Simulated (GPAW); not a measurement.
Sr2Ti2O5 (Cmmm), O K edge of atom 5, with 2 Ti at 1.95 Å (linear, site symmetry mmm). Method: GPAW, LDA + U (Ti 3 eV), excited-electron core hole (neutral cell), 18-atom cell with 6.8 Å between holes, 4×4×4 k points, dipole transitions, Gaussian full width 0.9 eV up to 4 eV, rising linearly to 3.5 eV at 25 eV.

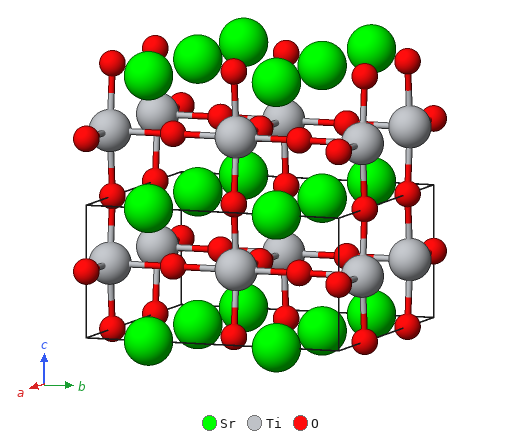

The structure (strontium green, titanium light grey, oxygen red). 1×1×2 conventional cells are drawn. Some periodic images of atoms are drawn too.

```xyz
9
Lattice="3.9077 -3.9753 0.0000 3.9077 3.9753 0.0000 0.0000 0.0000 3.9400" Properties=species:S:1:pos:R:3 pbc="T T T"
Sr    3.9077    2.0155    0.0000
Sr    3.9077   -2.0155    0.0000
Ti    1.9507    0.0000    1.9700
Ti    5.8647    0.0000    1.9700
O     0.0000    0.0000    1.9700
O     2.1477    0.0000    0.0000
O     5.6677    0.0000    0.0000
O     1.9539   -1.9877    1.9700
O     1.9539    1.9877    1.9700
```

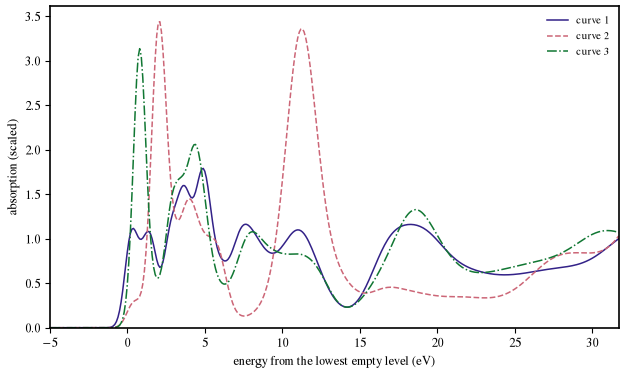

Energy from the lowest empty level; a common scale on which the isotropic spectrum has a mean of 1 over the first 20 eV.

The curves are for the electric vector along different Cartesian axes of the cell as given, averaged over the symmetry-equivalent atoms. Which is which?

Curve 1: along y, main maxima 0.4 eV (1.12), 3.6 eV (1.60), 4.9 eV (1.79) and 7.6 eV (1.16). Curve 2: along x, main maxima 2.1 eV (3.44), 4.0 eV (1.45) and 11.3 eV (3.36). Curve 3: along z, main maxima 0.8 eV (3.14), 4.4 eV (2.06) and 18.6 eV (1.33). A K edge sees empty p states; the first features are O p mixed into the empty d states of the Ti neighbours, and the broad ones above probably into the cations' higher empty bands. Each direction probes the empty orbitals that point along it. The unit cell's mesh shows no gap over 0.35 eV. That is right for a metallic compound; for a small-gap or correlated insulator it would be the fault of the functional or of the assumed magnetic order, and the hole would be screened too well. The crystal has 3 inequivalent O sites and not all are shown here, while a measurement adds them all.

[Banner, clock and machine lines of the logs are left out without a mark of their own.]

[Logs are printed without paths, hosts, clocks, repeated set-up lines and the standing remarks that a program may print on its own settings, such as how far it seeks lower states.]

[Hosts, paths, dates, database ids (printed as entryN), source tags and the programs' standing remarks are cut or masked in the printed files.]

[Lists of maxima count a maximum above −3 eV only where it reaches 4 % of the highest in the window and stands out from its surroundings by 2 % of it (1.5 % where it reaches 55 %); shoulders and weaker maxima are passed over, and of the rest the first, up to two pre-edge ones and the few strongest are named.]
